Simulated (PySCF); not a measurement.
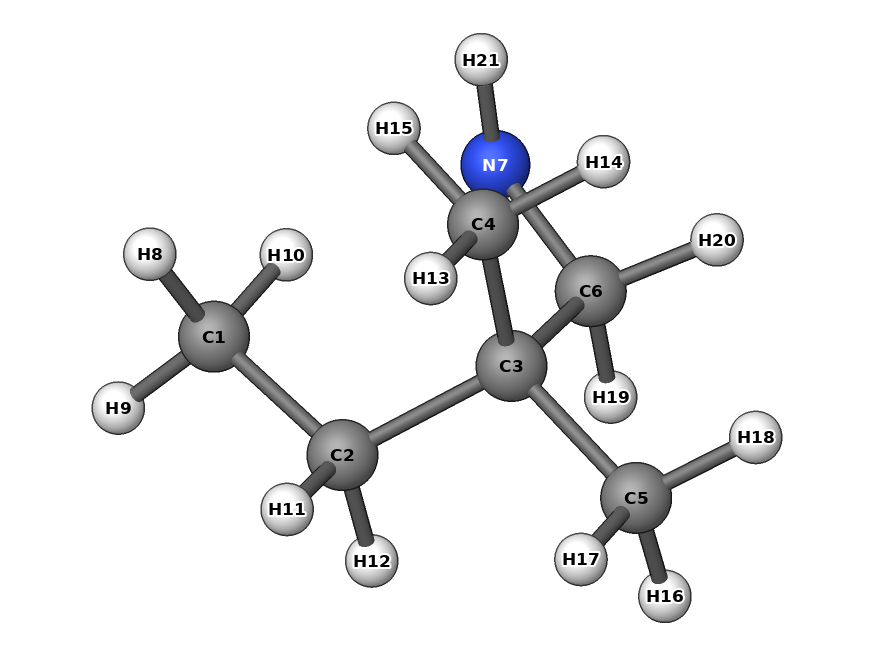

The questions are on Mulliken spin populations. The species is neutral and a spin doublet. The geometry was computed by an optimisation with GFN2-xTB. No frequency run is at hand to confirm it as a minimum. Method: UKS B3LYP, pcH-1 on C H N, non-relativistic (PySCF 2.14.0).

List the Mulliken spin populations.

```tsv
atom	value (e)
C1	0.08
C2	−0.01
C3	0.06
C4	0.00
C5	0.00
C6	−0.07
N7	0.89
H8	0.00
H9	0.00
H10	−0.02
H11	0.01
H12	0.00
H13	0.00
H14	0.00
H15	0.00
H16	0.00
H17	0.00
H18	0.00
H19	0.00
H20	0.07
H21	−0.03
```

Mulliken values depend strongly on the basis set.
